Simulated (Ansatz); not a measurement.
Run report: CH₄F₂OSSi, nudged elastic band

- system: CH₄F₂OSSi
- method: RKS B3LYP/6-31G (Ansatz 0.2.0)

It belongs to a series of runs on one base structure; here: band between the two ends. Figures and captions count atoms from 1; the log counts them from 0 in places.

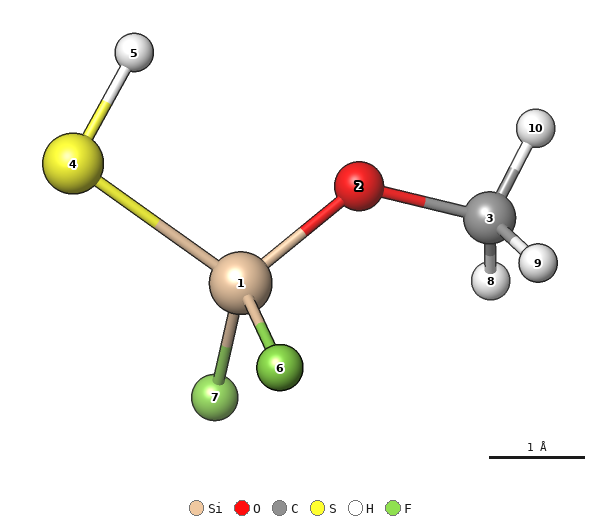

**Figure 1.** The input geometry (ball-and-stick view, seen at a tilt; atoms are numbered from 1 in the order of the input).

## Input file
```yaml
crystal:
  periodic: [false, false, false]
  atoms:
    - { symbol: Si, position_ang: [-0.932741, 0.725289, 0.018205] }
    - { symbol: O, position_ang: [0.573496, -0.022472, -0.022864] }
    - { symbol: C, position_ang: [0.897566, -1.446676, 0.040305] }
    - { symbol: S, position_ang: [-0.579664, 2.883933, -0.17072] }
    - { symbol: H, position_ang: [0.7902, 2.756633, -0.260581] }
    - { symbol: F, position_ang: [-1.779435, 0.336533, 1.417443] }
    - { symbol: F, position_ang: [-1.945122, 0.130944, -1.185256] }
    - { symbol: H, position_ang: [0.446195, -1.976187, -0.803667] }
    - { symbol: H, position_ang: [0.546124, -1.874759, 0.983521] }
    - { symbol: H, position_ang: [1.983381, -1.513239, -0.016385] }
basis:
  gaussian: { orbitals: "6-31G" }
hamiltonian:
  xc: b3lyp
neb:
  order_check: false
  images: 7
  f_tol: 0.05
  max_iterations: 21
  final_atoms:
    - { symbol: Si, position_ang: [-1.1925668, 1.0378954, 0.0829314] }
    - { symbol: O, position_ang: [0.55459584, 0.30895231, -0.09387468] }
    - { symbol: C, position_ang: [0.8933001, -1.13983792, -0.00960255] }
    - { symbol: S, position_ang: [-1.00417494, 3.06951652, -0.08281752] }
    - { symbol: H, position_ang: [1.25444855, 0.92442818, -0.38471519] }
    - { symbol: F, position_ang: [-1.50939297, 0.15352059, 1.49031719] }
    - { symbol: F, position_ang: [-1.8690273, 0.001275, -1.07006557] }
    - { symbol: H, position_ang: [0.69235184, -1.59774339, -0.97730949] }
    - { symbol: H, position_ang: [0.24044388, -1.53519878, 0.76554412] }
    - { symbol: H, position_ang: [1.94002181, -1.22280891, 0.27959328] }
  initial_path:
    images:
      - { positions_ang: [[-0.932741, 0.725289, 0.018205], [0.573496, -0.022472, -0.022864], [0.897566, -1.446676, 0.040305], [-0.579664, 2.883933, -0.17072], [0.7902, 2.756633, -0.260581], [-1.779435, 0.336533, 1.417443], [-1.945122, 0.130944, -1.185256], [0.446195, -1.976187, -0.803667], [0.546124, -1.874759, 0.983521], [1.983381, -1.513239, -0.016385]] }
      - { positions_ang: [[-1.0276751, 0.78225886, 0.04068895], [0.56852693, 0.01705378, 0.09385101], [0.91801436, -1.36087311, 0.01620771], [-0.50174206, 2.79723161, -0.27477172], [0.81116207, 2.37452731, -0.22803353], [-1.85371897, 0.4361476, 1.43349164], [-1.96357815, 0.0495326, -1.07378881], [0.52021169, -1.78445302, -0.88215948], [0.5271499, -1.87826748, 0.86363167], [2.00164933, -1.43315915, 0.01088357]] }
      - { positions_ang: [[-1.12260921, 0.83922872, 0.0631729], [0.56355786, 0.05657956, 0.21056602], [0.93846272, -1.27507022, -0.00788958], [-0.42382012, 2.71053022, -0.37882345], [0.83212414, 1.99242162, -0.19548606], [-1.92800294, 0.53576221, 1.44954028], [-1.9820343, -0.0318788, -0.96232162], [0.59422839, -1.59271903, -0.96065197], [0.50817581, -1.88177596, 0.74374234], [2.01991766, -1.35307931, 0.03815214]] }
      - { positions_ang: [[-1.21754331, 0.89619858, 0.08565685], [0.55858879, 0.09610533, 0.32728103], [0.95891107, -1.18926733, -0.03198687], [-0.34589818, 2.62382884, -0.48287517], [0.85308621, 1.61031593, -0.16293858], [-2.00228692, 0.63537681, 1.46558892], [-2.00049046, -0.11329021, -0.85085444], [0.66824508, -1.40098505, -1.03914445], [0.48920171, -1.88528444, 0.62385301], [2.038186, -1.27299946, 0.06542071]] }
      - { positions_ang: [[-1.31247742, 0.95316845, 0.1081408], [0.55361973, 0.13563111, 0.44399604], [0.97935943, -1.10346444, -0.05608416], [-0.26797624, 2.53712745, -0.5869269], [0.87404828, 1.22821023, -0.13039111], [-2.07657089, 0.73499141, 1.48163757], [-2.01894661, -0.19470161, -0.73938725], [0.74226178, -1.20925107, -1.11763694], [0.47022761, -1.88879293, 0.50396367], [2.05645433, -1.19291961, 0.09268928]] }
      - { positions_ang: [[-1.28249976, 0.97435019, 0.10183845], [0.55386375, 0.17896141, 0.30952836], [0.9578446, -1.11255781, -0.04446376], [-0.45202592, 2.67022472, -0.46089955], [0.96914835, 1.15226472, -0.19397213], [-1.93477641, 0.58962371, 1.48380747], [-1.98146678, -0.14570746, -0.82205683], [0.72978429, -1.30637415, -1.08255508], [0.41278168, -1.80039439, 0.56935879], [2.0273462, -1.20039193, 0.13941528]] }
      - { positions_ang: [[-1.25252211, 0.99553192, 0.0955361], [0.55410778, 0.22229171, 0.17506068], [0.93632977, -1.12165118, -0.03284335], [-0.63607559, 2.80332198, -0.33487221], [1.06424841, 1.07631921, -0.25755315], [-1.79298193, 0.444256, 1.48597738], [-1.94398695, -0.09671331, -0.90472641], [0.71730681, -1.40349723, -1.04747321], [0.35533574, -1.71199585, 0.6347539], [1.99823807, -1.20786426, 0.18614128]] }
      - { positions_ang: [[-1.22254445, 1.01671366, 0.08923375], [0.55435181, 0.26562201, 0.040593], [0.91481493, -1.13074455, -0.02122295], [-0.82012527, 2.93641925, -0.20884486], [1.15934848, 1.00037369, -0.32113417], [-1.65118745, 0.2988883, 1.48814728], [-1.90650712, -0.04771915, -0.98739599], [0.70482932, -1.50062031, -1.01239135], [0.29788981, -1.62359731, 0.70014901], [1.96912994, -1.21533658, 0.23286728]] }
      - { positions_ang: [[-1.1925668, 1.0378954, 0.0829314], [0.55459584, 0.30895231, -0.09387468], [0.8933001, -1.13983792, -0.00960255], [-1.00417494, 3.06951652, -0.08281752], [1.25444855, 0.92442818, -0.38471519], [-1.50939297, 0.15352059, 1.49031719], [-1.8690273, 0.001275, -1.07006557], [0.69235184, -1.59774339, -0.97730949], [0.24044388, -1.53519878, 0.76554412], [1.94002181, -1.22280891, 0.27959328]] }
```

Launch command:
```bash
ansatz run input.yaml --threads 1 --pin off --max-ram 2048MiB --backend cpu --events-out ev --progress --plain --runs-dir out
```

## Log
```
Engine: ansatz 0.2.0, x86_64-unknown-linux-gnu
Functional definition: B3LYP
  parameter a0 = 0.2
  parameter ax = 0.72
  parameter ac = 0.81
  exchange = (1 - a0 - ax)*slater_x + ax*b88_x + a0*exact_x
  correlation = (1 - ac)*vwn_rpa_c + ac*lyp_c
853 factors; integrals over basis functions are off by at most 1.6e-4 eV
mean field evaluation 1: about -27289.0629 eV, gradient 6.1e1 eV
mean field evaluation 2: about -27279.2818 eV, gradient 9.7e1 eV
mean field evaluation 4: about -27296.0271 eV, gradient 3.5e0 eV
mean field evaluation 8: about -27296.0943 eV, gradient 2.9e-2 eV
mean field -27296.09434008 eV, -1003.1129650406 hartree, gradient 6.3e-5 eV, S^2 0.000000; 0 other end points of the search recorded, 0 dependent functions left out
the calculation of the forces begins
reference -27296.09458541 eV, -1003.1129740565 hartree; 33, 33 occupied and 37, 37 virtual orbitals, 853 factors
853 factors; integrals over basis functions are off by at most 1.6e-4 eV
mean field evaluation 16: about -27289.1250 eV, gradient 5.6e1 eV
mean field -27295.68855514 eV, -1003.0980527192 hartree, gradient 3.6e-5 eV, S^2 0.000000; 0 other end points of the search recorded, 0 dependent functions left out
[... from here on the field's lines of each further geometry are left out, up to the last ...]
NEB iter   1: max|band force component| = 4.441e0 eV/Å  barrier→ = 1.9095 eV  barrier← = 1.5037 eV  Δτ_max = 0.1996 Å  (235 SCF iters)
NEB iter   2: max|band force component| = 3.282e0 eV/Å  barrier→ = 1.3727 eV  barrier← = 0.9669 eV  Δτ_max = 0.2000 Å  (209 SCF iters)
NEB iter   3: max|band force component| = 2.507e0 eV/Å  barrier→ = 1.1800 eV  barrier← = 0.7742 eV  Δτ_max = 0.1084 Å  (219 SCF iters)
NEB iter   4: max|band force component| = 6.432e-1 eV/Å  barrier→ = 1.0692 eV  barrier← = 0.6634 eV  Δτ_max = 0.0739 Å  (210 SCF iters)
NEB iter   5: max|band force component| = 7.583e-1 eV/Å  barrier→ = 1.0291 eV  barrier← = 0.6233 eV  CI = image 4  Δτ_max = 0.1295 Å  (208 SCF iters)
NEB iter   6: max|band force component| = 3.846e-1 eV/Å  barrier→ = 1.0706 eV  barrier← = 0.6648 eV  CI = image 4  Δτ_max = 0.0481 Å  (209 SCF iters)
NEB iter   7: max|band force component| = 2.035e-1 eV/Å  barrier→ = 1.0682 eV  barrier← = 0.6624 eV  CI = image 4  Δτ_max = 0.0417 Å  (209 SCF iters)
NEB iter   8: max|band force component| = 1.333e-1 eV/Å  barrier→ = 1.0652 eV  barrier← = 0.6594 eV  CI = image 4  Δτ_max = 0.0825 Å  (215 SCF iters)
NEB iter   9: max|band force component| = 1.224e-1 eV/Å  barrier→ = 1.0615 eV  barrier← = 0.6557 eV  CI = image 4  Δτ_max = 0.0828 Å  (210 SCF iters)
NEB iter  10: max|band force component| = 1.420e-1 eV/Å  barrier→ = 1.0592 eV  barrier← = 0.6534 eV  CI = image 4  Δτ_max = 0.0419 Å  (208 SCF iters)
NEB iter  11: max|band force component| = 2.462e-1 eV/Å  barrier→ = 1.0586 eV  barrier← = 0.6529 eV  CI = image 4  Δτ_max = 0.0209 Å  (208 SCF iters)
NEB iter  12: max|band force component| = 9.594e-2 eV/Å  barrier→ = 1.0577 eV  barrier← = 0.6519 eV  CI = image 4  Δτ_max = 0.0418 Å  (214 SCF iters)
NEB iter  13: max|band force component| = 1.159e-1 eV/Å  barrier→ = 1.0575 eV  barrier← = 0.6517 eV  CI = image 4  Δτ_max = 0.0209 Å  (216 SCF iters)
NEB iter  14: max|band force component| = 6.721e-2 eV/Å  barrier→ = 1.0574 eV  barrier← = 0.6516 eV  CI = image 4  Δτ_max = 0.0209 Å  (197 SCF iters)
the calculation of the forces begins
reference -27295.67151031 eV, -1003.0974263331 hartree; 33, 33 occupied and 37, 37 virtual orbitals, 853 factors
853 factors; integrals over basis functions are off by at most 1.6e-4 eV
mean field evaluation 928: about -27295.0369 eV, gradient 4.7e-3 eV
mean field -27295.03693480 eV, -1003.0741061132 hartree, gradient 2.6e-5 eV, S^2 0.000000; 1 other end points of the search recorded, 0 dependent functions left out
the calculation of the forces begins
reference -27295.03717884 eV, -1003.0741150818 hartree; 33, 33 occupied and 37, 37 virtual orbitals, 853 factors
NEB iter  15: max|band force component| = 3.402e-2 eV/Å  barrier→ = 1.0574 eV  barrier← = 0.6516 eV  CI = image 4  Δτ_max = 0.0000 Å  (377 SCF iters)
```

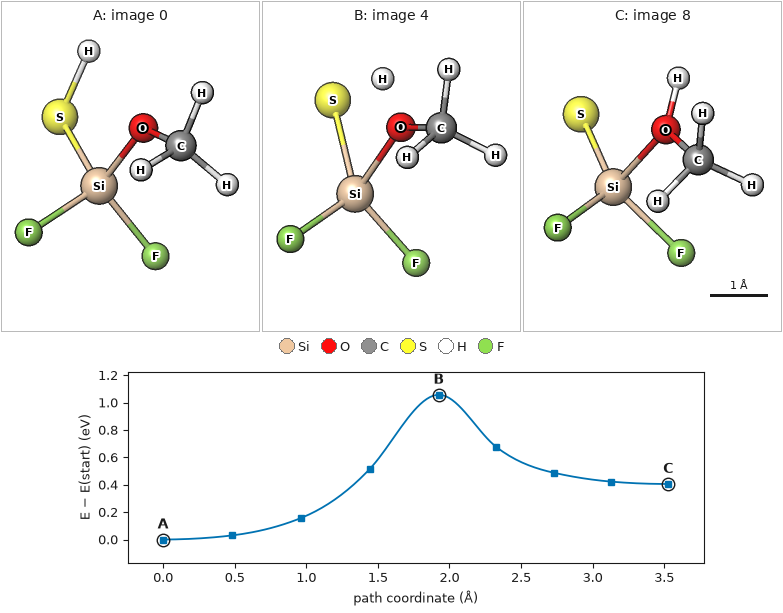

**Figure 2.** Images of the last band (counted from 0; ball-and-stick, seen at a tilt) above the energy along the path; the line is a cubic interpolation that uses the forces. The highest image is number 4, 1.057 eV above the start and 0.652 eV above the end (the climbing image); the end lies 0.406 eV above the start. The path is 3.53 Å long. The band converged in 15 iterations.

```
Total energy: -27295.03717884 eV, -1003.0741150818 hartree
Atom 0 at    -1.225191     0.897412     0.060921 Å, force    -0.003492    -0.001127    -0.000080 eV/Å
Atom 1 at     0.400307     0.151559    -0.058181 Å, force    -0.000599     0.001646    -0.000947 eV/Å
Atom 2 at     0.979364    -1.197308    -0.006206 Å, force    -0.000082     0.000309     0.000505 eV/Å
Atom 3 at    -0.211412     2.760617    -0.234462 Å, force     0.000819    -0.002150     0.000561 eV/Å
Atom 4 at     0.826222     1.343504    -0.225865 Å, force     0.001982     0.000657     0.000540 eV/Å
Atom 5 at    -1.915120     0.397591     1.508675 Å, force     0.000389     0.000392    -0.001154 eV/Å
Atom 6 at    -2.225895     0.164456    -1.071813 Å, force     0.000994     0.000191     0.000723 eV/Å
Atom 7 at     0.702834    -1.741824    -0.910677 Å, force    -0.000669    -0.000103     0.000086 eV/Å
Atom 8 at     0.608787    -1.704936     0.886221 Å, force     0.000449     0.000114     0.000687 eV/Å
Atom 9 at     2.060104    -1.071072     0.051389 Å, force     0.000209     0.000071    -0.000921 eV/Å
Dipole moment:     0.623354    -0.783056     0.000393 e Å
this run last wrote the band of iteration 15 to [file]
```

## The last band as extended XYZ (Å, eV, eV/Å)
```
10
Properties=species:S:1:pos:R:3:forces:R:3 image=0 energy=-27296.09434
Si   -0.9327    0.7253    0.0182   -0.0092   0.0134  -0.0023
O     0.5735   -0.0225   -0.0229    0.0044  -0.0011  -0.0004
C     0.8976   -1.4467    0.0403   -0.0037   0.0005   0.0006
S    -0.5797    2.8839   -0.1707   -0.0201  -0.0098   0.0043
H     0.7902    2.7566   -0.2606    0.0161   0.0002  -0.0021
F    -1.7794    0.3365    1.4174    0.0104  -0.0015   0.0071
F    -1.9451    0.1309   -1.1853    0.0092  -0.0020  -0.0085
H     0.4462   -1.9762   -0.8037   -0.0015  -0.0009   0.0004
H     0.5461   -1.8748    0.9835   -0.0011  -0.0001   0.0010
H     1.9834   -1.5132   -0.0164   -0.0044   0.0012   0.0000
10
Properties=species:S:1:pos:R:3:forces:R:3 image=1 energy=-27296.06423
Si   -1.0188    0.7317    0.0566    0.0173  -0.0084   0.0008
O     0.4680   -0.0380    0.0163    0.0262   0.0007  -0.0183
C     0.9298   -1.4138    0.0226   -0.0053  -0.0245   0.0044
S    -0.4781    2.8423   -0.1956   -0.0420   0.0252   0.0040
H     0.8588    2.5211   -0.3239   -0.0110   0.1007  -0.0065
F    -1.8707    0.4278    1.4728    0.0246  -0.0073  -0.0041
F    -2.0757    0.1597   -1.1192    0.0401  -0.0104   0.0007
H     0.6242   -1.9215   -0.8966   -0.0270  -0.0114   0.0086
H     0.5448   -1.9476    0.8956   -0.0191  -0.0170   0.0060
H     2.0176   -1.3618    0.0713   -0.0038  -0.0476   0.0046
10
Properties=species:S:1:pos:R:3:forces:R:3 image=2 energy=-27295.93719
Si   -1.1034    0.7439    0.0566    0.0275  -0.0394  -0.0099
O     0.3831   -0.0214   -0.0386    0.0030  -0.0950   0.0042
C     0.9529   -1.3455    0.0127   -0.0045  -0.0521  -0.0051
S    -0.3426    2.7818   -0.2052   -0.1191   0.0436   0.0053
H     0.8992    2.1733   -0.2974    0.0515   0.3784  -0.0367
F    -1.9160    0.4324    1.4940    0.0278   0.0146  -0.0100
F    -2.2101    0.2123   -1.0918    0.0512   0.0218   0.0138
H     0.6998   -1.8953   -0.8969   -0.0177  -0.0857   0.0127
H     0.6045   -1.8816    0.8981   -0.0166  -0.0912   0.0182
H     2.0326   -1.1998    0.0685   -0.0029  -0.0951   0.0076
10
Properties=species:S:1:pos:R:3:forces:R:3 image=3 energy=-27295.57715
Si   -1.1633    0.7874    0.0636    0.1444  -0.2601   0.0028
O     0.3654    0.0491   -0.0465   -0.0876  -0.2500   0.0323
C     0.9627   -1.2588    0.0020   -0.0448  -0.1483   0.0211
S    -0.2138    2.7327   -0.2265    0.0005  -0.0718   0.0071
H     0.8480    1.7716   -0.2648    0.0723   1.0331  -0.1029
F    -1.9316    0.4205    1.5108   -0.0353   0.0723   0.0060
F    -2.2416    0.1919   -1.0773   -0.0359   0.0703  -0.0106
H     0.7108   -1.8078   -0.9072    0.0099  -0.1687   0.0151
H     0.6216   -1.7883    0.8925    0.0247  -0.2020   0.0229
H     2.0420   -1.0983    0.0535   -0.0482  -0.0749   0.0061
10
Properties=species:S:1:pos:R:3:forces:R:3 image=4 energy=-27295.03694
Si   -1.2252    0.8974    0.0609   -0.0035  -0.0011  -0.0001
O     0.4003    0.1516   -0.0582   -0.0006   0.0016  -0.0009
C     0.9794   -1.1973   -0.0062   -0.0001   0.0003   0.0005
S    -0.2114    2.7606   -0.2345    0.0008  -0.0022   0.0006
H     0.8262    1.3435   -0.2259    0.0020   0.0007   0.0005
F    -1.9151    0.3976    1.5087    0.0004   0.0004  -0.0012
F    -2.2259    0.1645   -1.0718    0.0010   0.0002   0.0007
H     0.7028   -1.7418   -0.9107   -0.0007  -0.0001   0.0001
H     0.6088   -1.7049    0.8862    0.0004   0.0001   0.0007
H     2.0601   -1.0711    0.0514    0.0002   0.0001  -0.0009
10
Properties=species:S:1:pos:R:3:forces:R:3 image=5 energy=-27295.41801
Si   -1.2747    0.9977    0.0542   -0.1007   0.2522  -0.0091
O     0.4092    0.1865   -0.0586    0.0214   0.0674  -0.0057
C     0.9992   -1.1762   -0.0080    0.0241   0.0334  -0.0064
S    -0.3916    2.8711   -0.2225   -0.3708   0.2604   0.0182
H     0.9310    1.0522   -0.2106    0.2678  -0.6880   0.0276
F    -1.8874    0.3679    1.4921    0.0820  -0.0273  -0.0281
F    -2.1869    0.1383   -1.0724    0.0886  -0.0218   0.0157
H     0.7139   -1.7105   -0.9141   -0.0124   0.0546  -0.0078
H     0.6084   -1.6698    0.8818   -0.0250   0.0732  -0.0080
H     2.0790   -1.0571    0.0580    0.0251  -0.0041   0.0036
10
Properties=species:S:1:pos:R:3:forces:R:3 image=6 energy=-27295.60614
Si   -1.2644    1.0414    0.0460    0.0097   0.0387  -0.0066
O     0.4474    0.2182   -0.0576    0.0226   0.0143  -0.0038
C     0.9717   -1.1733   -0.0020   -0.0172  -0.0046   0.0030
S    -0.6483    2.9947   -0.1848   -0.1495   0.0761   0.0106
H     1.0850    0.9501   -0.2180    0.0981  -0.0690  -0.0147
F    -1.7952    0.3024    1.4669    0.0682  -0.0266  -0.0004
F    -2.0675    0.0977   -1.0995    0.0674  -0.0219  -0.0016
H     0.6873   -1.6825   -0.9217   -0.0322   0.0108   0.0013
H     0.5293   -1.6441    0.8735   -0.0495   0.0195   0.0006
H     2.0548   -1.1047    0.0972   -0.0177  -0.0373   0.0117
10
Properties=species:S:1:pos:R:3:forces:R:3 image=7 energy=-27295.67127
Si   -1.2241    1.0422    0.0488    0.0049   0.0004   0.0075
O     0.5107    0.2739   -0.0594    0.0241   0.0113  -0.0002
C     0.9234   -1.1568   -0.0017   -0.0151   0.0083   0.0008
S    -0.8630    3.0521   -0.1454   -0.0507   0.0126   0.0042
H     1.2011    0.9411   -0.2447    0.0315  -0.0073  -0.0112
F    -1.6637    0.2187    1.4578    0.0415  -0.0151  -0.0054
F    -1.9187    0.0298   -1.1126    0.0297  -0.0140  -0.0051
H     0.6214   -1.6334   -0.9331   -0.0184   0.0083  -0.0001
H     0.4088   -1.5860    0.8554   -0.0336   0.0173  -0.0003
H     2.0039   -1.1816    0.1349   -0.0139  -0.0217   0.0098
10
Properties=species:S:1:pos:R:3:forces:R:3 image=8 energy=-27295.68856
Si   -1.1926    1.0379    0.0829    0.0040   0.0265   0.0013
O     0.5546    0.3090   -0.0939    0.0031   0.0126  -0.0099
C     0.8933   -1.1398   -0.0096   -0.0073   0.0014   0.0027
S    -1.0042    3.0695   -0.0828   -0.0012  -0.0104  -0.0013
H     1.2544    0.9244   -0.3847   -0.0080  -0.0048   0.0048
F    -1.5094    0.1535    1.4903   -0.0003  -0.0073   0.0057
F    -1.8690    0.0013   -1.0701   -0.0022  -0.0036  -0.0048
H     0.6924   -1.5977   -0.9773    0.0048  -0.0027   0.0070
H     0.2404   -1.5352    0.7655    0.0073  -0.0055  -0.0051
H     1.9400   -1.2228    0.2796   -0.0001  -0.0062  -0.0003
```

## Results in brief

```json
{"quantity": "outcome", "value": "converged"}
{"quantity": "barrier, forward", "value": "1.057 eV"}
{"quantity": "barrier, backward", "value": "0.652 eV"}
{"quantity": "hardware", "value": "1 thread of Intel Xeon @ 2.50GHz (Skylake/Cascade Lake), 189 GiB of memory available, shared host"}
{"quantity": "wall time", "value": "17 min"}
{"quantity": "peak memory", "value": "0.18 GiB"}
```

## Notes

The order of the saddle point was not checked.
